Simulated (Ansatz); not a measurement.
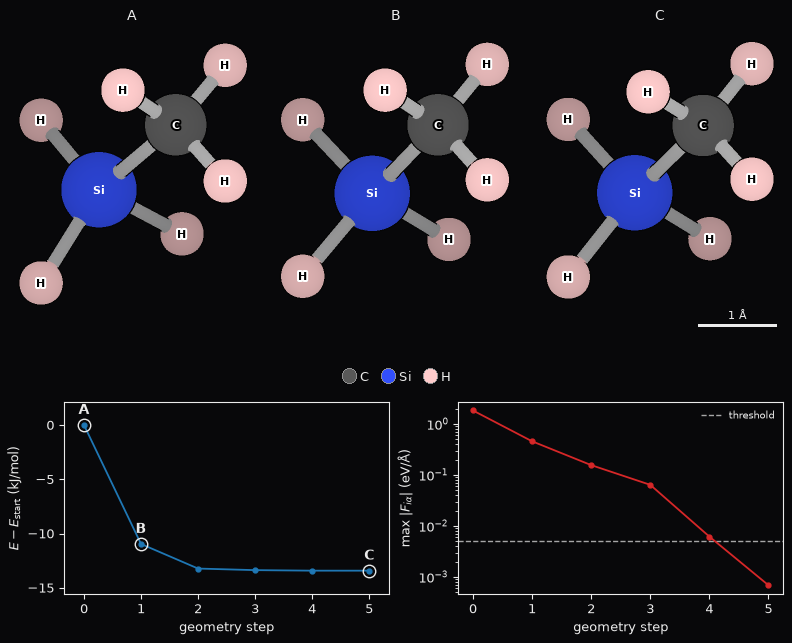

Frames of a relaxation of CH6Si, marked on the history of the run. Style: ball-and-stick. Shown from a free direction.

Level of theory: RKS PBE0-D4/def2-TZVP in Ansatz 0.2.0.

The input:
```yaml
crystal:
  periodic: [false, false, false]
  atoms:
    - {symbol: C, position_ang: [-0.213296, 0.983190, 0.416512]}
    - {symbol: Si, position_ang: [0.304000, -0.799549, 0.143169]}
    - {symbol: H, position_ang: [-0.601033, 1.387040, -0.518666]}
    - {symbol: H, position_ang: [0.644380, 1.574929, 0.751371]}
    - {symbol: H, position_ang: [-0.982883, 1.035073, 1.193005]}
    - {symbol: H, position_ang: [-0.798364, -1.760275, -0.101368]}
    - {symbol: H, position_ang: [0.816209, -1.222056, 1.516496]}
    - {symbol: H, position_ang: [1.491221, -1.000860, -0.721681]}
basis:
  gaussian: {orbitals: def2-TZVP}
hamiltonian: {xc: pbe0, dispersion: d4}
relax: {f_tol: 0.005, max_steps: 200}
```

Run as
```bash
ansatz run in.yaml --threads 4 --pin off --events-out ev --progress --plain --max-ram 9574MiB
```

Describe the path.

Answer. The largest move after the best rigid fit is that of Si2, 0.13 Å. By element the largest moves are Si 0.13 Å, H 0.12 Å, C 0.02 Å. Near-neighbour distances that change, for instance: Si2–H7 1.525 → 1.488 Å, C1–Si2 1.876 → 1.871 Å, Si2–H6 1.483 → 1.488 Å. Bond angles that change, for instance: C1–Si2–H7 103.0° → 110.7°, H6–Si2–H8 114.3° → 108.2°, H6–Si2–H7 102.6° → 108.2°. The energy falls by 13.4 kJ/mol in 5 geometry steps. Largest force component: 1.8 eV/Å at the start, 0.00068 eV/Å at the end. The run took 3.9 s on 4 threads of Arm Neoverse V2 (shared host). From step 0 to 1: Si2 moves most (0.15 Å), energy −11.0 kJ/mol. From step 1 to 5: H7 moves most (0.04 Å), energy −2.46 kJ/mol.
